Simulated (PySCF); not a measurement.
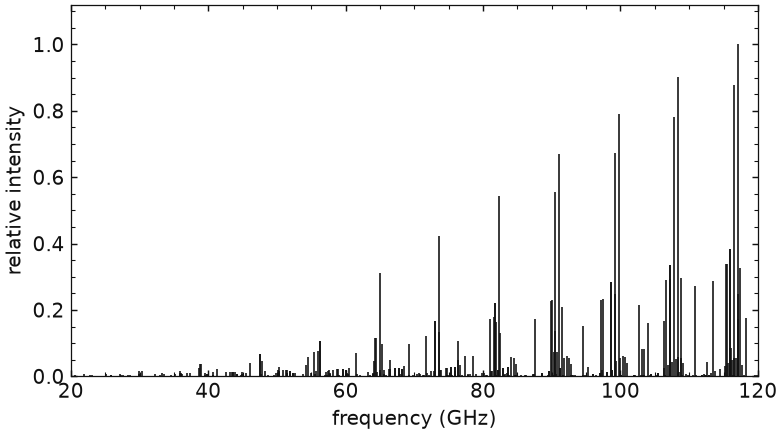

Simulated rotational absorption lines between 20 and 120 GHz at 40 K: rigid rotor with the equilibrium constants and dipole of one optimised conformer (PBE0-D3(BJ)/def2-SVP, PySCF), commonest isotopes; no centrifugal distortion, hyperfine structure, internal rotation or nuclear-spin weights; lines within 1 MHz of each other are summed.

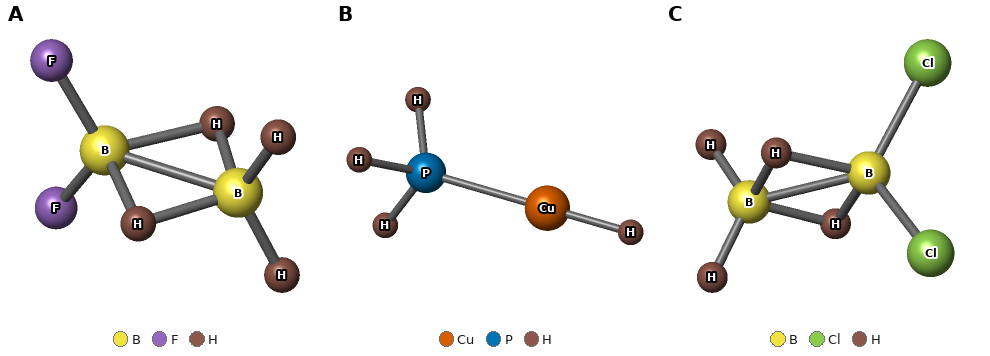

> Which molecule gives this spectrum? Choose among the lettered structures.

Structure A, B₂H₄F₂. Rotational constants A, B, C = 9.393, 7.598, 4.350 GHz, |μa|, |μb|, |μc| = 0.57, 0.00, 0.00 D.

Known limits of this run: coarse grid, loose stop and no frequency check, small forces are noise and the end may be a saddle.
